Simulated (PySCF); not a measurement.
**Run report: CH8O2Si2, single-point calculation**

CH8O2Si2, SMILES CO[SiH2]O[SiH3], computed with PBE0/cc-pVDZ, RKS (PySCF 2.14.0).

A bond length was changed on purpose from its optimised value.

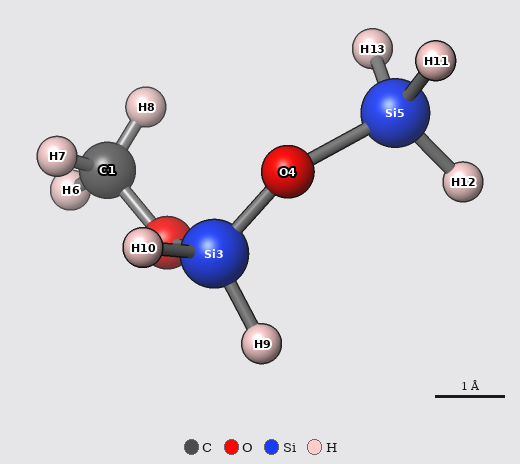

*The structure (ball-and-stick view, seen at a tilt; atoms are numbered from 1 in the order of the input).*

Bond lengths as drawn: C–H 1.09 to 1.10 Å, C–O 1.41 Å, H–Si 1.48 to 1.49 Å and O–Si 1.63 to 1.88 Å.

Input (input.py):
```python
from pyscf import gto, dft

mol = gto.M(
    atom='''
C     -2.152188    -1.258811     3.609347
O     -0.196700    -2.419481     2.220020
Si     2.375407    -0.968171     1.328447
O      1.807922     1.229392    -0.760078
Si     0.379079     1.884813    -3.950472
H     -3.330810    -2.737522     4.431378
H     -1.406691    -0.083401     5.143993
H     -3.331377    -0.077921     2.386883
H      4.002839    -2.952572     0.222391
H      3.560076     0.327803     3.514860
H      1.376854     4.334843    -4.875115
H      1.048231    -0.151556    -5.766310
H     -2.416771     2.037314    -3.732776
''',
    charge=0,
    max_memory=1860,
    unit='bohr',
    verbose=3,
    basis='cc-pvdz',
    spin=0,
)

calc0 = dft.RKS(mol, xc='pbe0')
calc0.conv_tol = 1e-10
calc0.grids.level = 5
calc0.kernel()
if not calc0.converged:
    calc0 = calc0.newton().run(calc0.mo_coeff, calc0.mo_occ)

e_tot = calc0.e_tot
print('E(%s) = %.9f' % ('PBE0', e_tot))
```

Run on 1 thread of Intel Xeon @ 2.50GHz (Skylake/Cascade Lake), 189 GiB of memory available, shared host.

Launched with:
```bash
OMP_NUM_THREADS=1 python input.py
```

Output:
```
converged SCF energy = -771.959864236052
E(PBE0) = -771.959864236
```

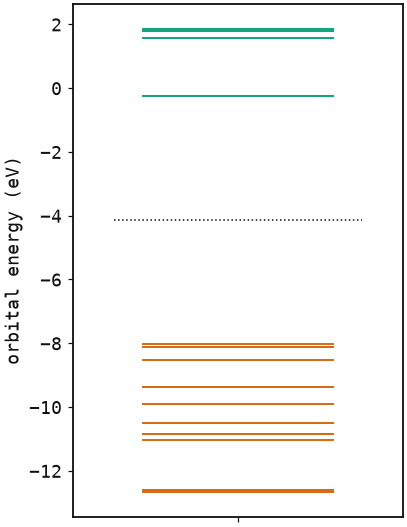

*Orbital energies near the frontier; the dotted line parts filled from empty levels, and levels within 0.02 eV of each other stand side by side.*

Highest filled −8.01 eV, lowest empty −0.25 eV, 7.76 eV apart.

Results in brief:

```tsv
quantity	value
outcome	converged
total energy	−771.959864 hartree
basis functions	118
HOMO	−8.01 eV
LUMO	−0.25 eV
dipole moment	1.79 D
wall time	82 s
peak memory	0.67 GiB
```
